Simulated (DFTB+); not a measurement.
**Run report: GeSi₃H₈O, single-point calculation**

- system: GeSi₃H₈O
- method: GFN1-xTB, R-SCC, dispersion built in (DFTB+ 25.1)

The geometry comes from this level: GFN2-xTB.

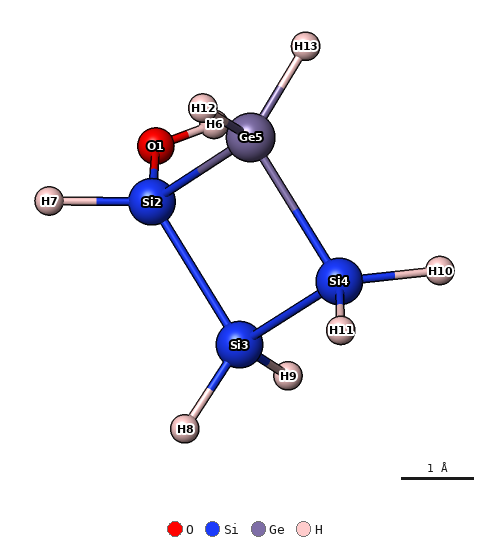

Fig. 1: The structure as given in the input (ball-and-stick view, seen at a tilt; atoms are numbered from 1 in the order of the input). Sticks mark near contacts.

**Input (dftb_in.hsd)**
```
Geometry = xyzFormat {
  <<< "mol.xyz"
}

Hamiltonian = xTB {
  Method = "GFN1-xTB"
  Charge = 0
  SCCTolerance = 0.0001
}

Options = {
  WriteResultsTag = Yes
}

ParserOptions = {
  ParserVersion = 14
}
```

**File mol.xyz**
```
13

O     -0.646520     2.502950     0.860350
Si    -0.115710     0.981790     1.143540
Si    -1.498250    -0.749270     0.327070
Si     0.202690    -1.495700    -1.127310
Ge     1.634550     0.214020    -0.294880
H     -0.797410     2.835070    -0.018870
H      0.163600     1.115650     2.570720
H     -1.928690    -1.734050     1.330550
H     -2.758690    -0.351090    -0.325560
H     -0.087170    -1.392240    -2.563680
H      0.687620    -2.867320    -0.944100
H      2.926730    -0.248240     0.356400
H      2.217270     1.188430    -1.314220
```

Run on 1 thread of AMD EPYC (Zen 3), 32 GiB of memory available, shared host.

Run as:
```bash
dftb+ > output.log
```

**The program's output**
```
|  DFTB+ development version (commit: a23bfb2)

Reading input file 'dftb_in.hsd'
Parser version: 14

--------------------------------------------------------------------------------

Processed input in HSD format written to 'dftb_pin.hsd'

Starting initialization...
--------------------------------------------------------------------------------
OpenMP threads:              1
Chosen random seed:          641826422
Current stacksize:           unlimited
Mode:                        Static calculation
Self consistent charges:     Yes
SCC-tolerance:                 0.100000E-03
Max. scc iterations:                    100
Shell resolved Hubbard:      Yes
Spin polarisation:           No
Nr. of up electrons:            15.000000
Nr. of down electrons:          15.000000
Periodic boundaries:         No
Electronic solver:           Relatively robust
Mixer:                       Broyden mixer
Mixing parameter:                  0.200000
Nr. of chrg. vec. in memory:            100
Max. SCC-cycles:                        100
tblite library version:      0.3.0
-> parametrization:          GFN1-xTB
-> repulsion:                Yes
-> dispersion:               Yes
-> halogen bonding:          Yes
-> electrostatics:           Yes
   -> isotropic:             Yes
   -> anisotropic:           No
   -> third-order:           Yes
Electronic temperature:              0.950045E-03 H      0.258520E-01 eV
Initial charges:             Set automatically (system chrg:   0.000E+00)
Included shells:             O:  s, p
                            Si:  s, p, d
                            Ge:  s, p, d
                             H:  s, s2
Extra options:
                             Mulliken analysis

--------------------------------------------------------------------------------

***  Geometry step: 0

 iSCC Total electronic   Diff electronic      SCC error
    1   -0.16151178E+02    0.00000000E+00    0.12179660E+01
    2   -0.16339166E+02   -0.16151178E+02    0.82511467E+00
    3   -0.16377176E+02   -0.18798811E+00    0.40721441E+00
    4   -0.16375206E+02   -0.38010275E-01    0.20696745E+00
    5   -0.16380353E+02    0.19697643E-02    0.31453198E-01
    6   -0.16380704E+02   -0.51467543E-02    0.18034810E-01
    7   -0.16380781E+02   -0.35100880E-03    0.14712005E-01
    8   -0.16380810E+02   -0.76892191E-04    0.75258098E-02
    9   -0.16380811E+02   -0.29113924E-04    0.50527822E-02
   10   -0.16380811E+02   -0.86577300E-06    0.30307940E-02
   11   -0.16380812E+02   -0.50818205E-06    0.14503237E-02
   12   -0.16380812E+02   -0.85125092E-06    0.41539067E-03
   13   -0.16380812E+02   -0.99347204E-07    0.12961738E-03
   14   -0.16380812E+02   -0.14419992E-07    0.47243644E-04

Total Energy:                      -16.2661950077 H         -442.6257 eV
Extrapolated to 0K:                -16.2661950077 H         -442.6257 eV
Total Mermin free energy:          -16.2661950077 H         -442.6257 eV
Force related energy:              -16.2661950077 H         -442.6257 eV

--------------------------------------------------------------------------------
--------------------------------------------------------------------------------
SCC                                    +       0.03 ( 78.9%)       0.04 ( 84.4%)
--------------------------------------------------------------------------------
Missing                                +       0.01 ( 21.1%)       0.01 ( 15.6%)
Total                                  =       0.03 (100.0%)       0.05 (100.0%)
--------------------------------------------------------------------------------
```

**File detailed.out**
```
Fermi distribution function

Calculation with static geometry

********************************************************************************
 iSCC Total electronic   Diff electronic      SCC error
   14   -0.16380812E+02   -0.14419992E-07    0.47243644E-04
********************************************************************************

 Total charge:    -0.00000000

 Atomic gross charges (e)
 Atom           Charge
    1      -0.49139432
    2       0.33670952
    3       0.10962308
    4       0.15976825
    5      -0.24652722
    6       0.37891475
    7      -0.02675059
    8      -0.05759381
    9      -0.05726844
   10      -0.04191460
   11      -0.03805954
   12      -0.01220145
   13      -0.01330562

Nr. of electrons (up):     30.00000000
Atom populations (up)
 Atom       Population
    1       6.49139432
    2       3.66329048
    3       3.89037692
    4       3.84023175
    5       4.24652722
    6       0.62108525
    7       1.02675059
    8       1.05759381
    9       1.05726844
   10       1.04191460
   11       1.03805954
   12       1.01220145
   13       1.01330562

l-shell populations (up)
 Atom Sh.   l       Population
    1   1   0       1.65318645
    1   2   1       4.83820787
    2   1   0       1.24090642
    2   2   1       1.69194331
    2   3   2       0.73044076
    3   1   0       1.36688647
    3   2   1       2.10116926
    3   3   2       0.42232119
    4   1   0       1.37746679
    4   2   1       2.03754255
    4   3   2       0.42522241
    5   1   0       1.46117482
    5   2   1       2.51119557
    5   3   2       0.27415683
    6   1   0       0.59660664
    6   2   0       0.02447861
    7   1   0       1.02970732
    7   2   0      -0.00295673
    8   1   0       1.06117205
    8   2   0      -0.00357824
    9   1   0       1.06087922
    9   2   0      -0.00361078
   10   1   0       1.04482987
   10   2   0      -0.00291528
   11   1   0       1.04103725
   11   2   0      -0.00297771
   12   1   0       1.01335905
   12   2   0      -0.00115760
   13   1   0       1.01435752
   13   2   0      -0.00105190

Orbital populations (up)
 Atom Sh.   l   m       Population  Label
    1   1   0   0       1.65318645  s
    1   2   1  -1       1.63768208  p_y
    1   2   1   0       1.46539122  p_z
    1   2   1   1       1.73513457  p_x
    2   1   0   0       1.24090642  s
    2   2   1  -1       0.44707788  p_y
    2   2   1   0       0.62056462  p_z
    2   2   1   1       0.62430081  p_x
    2   3   2  -2       0.16972618  d_xy
    2   3   2  -1       0.06511634  d_yz
    2   3   2   0       0.10828137  d_z2
    2   3   2   1       0.17180646  d_xz
    2   3   2   2       0.21551040  d_x2-y2
    3   1   0   0       1.36688647  s
    3   2   1  -1       0.72191529  p_y
    3   2   1   0       0.68833903  p_z
    3   2   1   1       0.69091494  p_x
    3   3   2  -2       0.03974830  d_xy
    3   3   2  -1       0.10152758  d_yz
    3   3   2   0       0.11601344  d_z2
    3   3   2   1       0.08312669  d_xz
    3   3   2   2       0.08190518  d_x2-y2
    4   1   0   0       1.37746679  s
    4   2   1  -1       0.64068868  p_y
    4   2   1   0       0.66317746  p_z
    4   2   1   1       0.73367641  p_x
    4   3   2  -2       0.14759028  d_xy
    4   3   2  -1       0.05956824  d_yz
    4   3   2   0       0.02863090  d_z2
    4   3   2   1       0.10467448  d_xz
    4   3   2   2       0.08475851  d_x2-y2
    5   1   0   0       1.46117482  s
    5   2   1  -1       0.86495592  p_y
    5   2   1   0       0.84759603  p_z
    5   2   1   1       0.79864362  p_x
    5   3   2  -2       0.04006112  d_xy
    5   3   2  -1       0.07062455  d_yz
    5   3   2   0       0.06091313  d_z2
    5   3   2   1       0.07177490  d_xz
    5   3   2   2       0.03078313  d_x2-y2
    6   1   0   0       0.59660664  s
    6   2   0   0       0.02447861  s2
    7   1   0   0       1.02970732  s
    7   2   0   0      -0.00295673  s2
    8   1   0   0       1.06117205  s
    8   2   0   0      -0.00357824  s2
    9   1   0   0       1.06087922  s
    9   2   0   0      -0.00361078  s2
   10   1   0   0       1.04482987  s
   10   2   0   0      -0.00291528  s2
   11   1   0   0       1.04103725  s
   11   2   0   0      -0.00297771  s2
   12   1   0   0       1.01335905  s
   12   2   0   0      -0.00115760  s2
   13   1   0   0       1.01435752  s
   13   2   0   0      -0.00105190  s2

Fermi level:                        -0.3563613276 H           -9.6971 eV
Band energy:                       -16.5891346186 H         -451.4133 eV
TS:                                  0.0000000000 H            0.0000 eV
Band free energy (E-TS):           -16.5891346186 H         -451.4133 eV
Extrapolated E(0K):                -16.5891346186 H         -451.4133 eV
Input / Output electrons (q):     30.0000000000     30.0000000000

Energy H0:                         -16.4347932332 H         -447.2135 eV
Energy SCC:                          0.0539807962 H            1.4689 eV
Total Electronic energy:           -16.3808124370 H         -445.7446 eV
Repulsive energy:                    0.1206970945 H            3.2843 eV
Halogen correction energy:           0.0000000000 H            0.0000 eV
Total energy:                      -16.2661950077 H         -442.6257 eV
Extrapolated to 0:                 -16.2661950077 H         -442.6257 eV
Total Mermin free energy:          -16.2661950077 H         -442.6257 eV
Force related energy:              -16.2661950077 H         -442.6257 eV

Non-constrained calculation

SCC converged

Dipole moment:   -0.71001166    0.30904734   -0.43202862 au
Dipole moment:   -1.80466977    0.78552004   -1.09810730 Debye
```

**File band.out**
```
 KPT            1  SPIN            1  KWEIGHT    1.0000000000000000
     1    -21.7684  2.00000
     2    -18.5753  2.00000
     3    -17.9264  2.00000
     4    -17.3865  2.00000
     5    -16.8784  2.00000
     6    -16.0243  2.00000
     7    -15.6486  2.00000
     8    -14.6983  2.00000
     9    -13.4928  2.00000
    10    -13.3325  2.00000
    11    -12.9707  2.00000
    12    -12.9615  2.00000
    13    -11.6768  2.00000
    14    -11.6154  2.00000
    15    -10.7508  2.00000
    16     -8.6434  0.00000
    17     -7.3171  0.00000
    18     -7.0341  0.00000
    19     -6.7148  0.00000
    20     -6.3713  0.00000
    21     -5.8558  0.00000
    22     -5.4534  0.00000
    23     -4.9572  0.00000
    24     -4.5197  0.00000
    25     -4.0225  0.00000
    26     -3.8756  0.00000
    27     -2.9747  0.00000
    28     -2.8106  0.00000
    29     -2.6783  0.00000
    30     -2.3873  0.00000
    31     -2.2701  0.00000
    32     -2.1361  0.00000
    33     -2.1060  0.00000
    34     -1.9027  0.00000
    35     -1.4739  0.00000
    36     -0.5594  0.00000
    37      0.7128  0.00000
    38      1.2590  0.00000
    39      1.9634  0.00000
    40      2.8679  0.00000
    41      3.2723  0.00000
    42      4.0098  0.00000
    43      6.4792  0.00000
    44      9.0839  0.00000
    45     10.6138  0.00000
    46     13.3922  0.00000
    47     17.7450  0.00000
    48     21.1725  0.00000
    49     22.4592  0.00000
    50     25.9188  0.00000
    51     31.1723  0.00000
    52     32.5907  0.00000
    53     34.2159  0.00000
    54     44.4592  0.00000
    55     44.8957  0.00000
    56     54.0944  0.00000
```

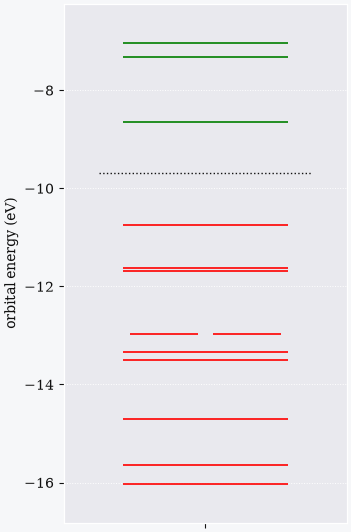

Fig. 2: Orbital energies near the frontier; the dotted line parts filled from empty levels, and levels within 0.02 eV of each other stand side by side. Highest filled −10.75 eV, lowest empty −8.64 eV, 2.11 eV apart.

**Summary**

| quantity | value |
| --- | --- |
| outcome | converged |
| Mermin free energy | −16.266195 hartree |
| basis functions | 56 |
| HOMO | −10.75 eV |
| LUMO | −8.64 eV |
| dipole moment | 2.25 D |
| peak memory | 0.071 GiB |

**Notes**

Settings chosen away from the usual ones: scf_conv.
